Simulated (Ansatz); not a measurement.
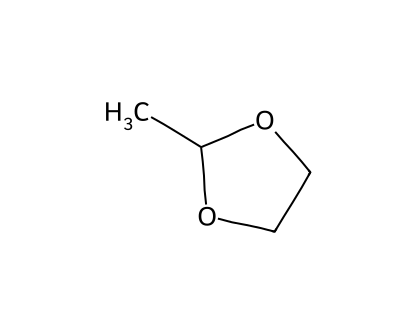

The computed structure is the end point of a PBE0-D4/def2-TZVP optimisation. Program: Ansatz 0.2.0.

At this fixed geometry, give HOMO–LUMO gap (eV), dipole (D), HOMO energy (eV) at these levels: B3LYP-D4/def2-TZVPP; PBE-D4/def2-TZVPP; r2SCAN-D4/def2-TZVPP; ωB97M-V/def2-TZVPP.

```tsv
level	HOMO–LUMO gap (eV)	dipole (D)	HOMO energy (eV)
B3LYP-D4/def2-TZVPP	8.27	1.16	−7.24
PBE-D4/def2-TZVPP	6.41	1.04	−5.87
r2SCAN-D4/def2-TZVPP	7.43	1.07	−6.18
ωB97M-V/def2-TZVPP	12.73	1.16	−9.88
```
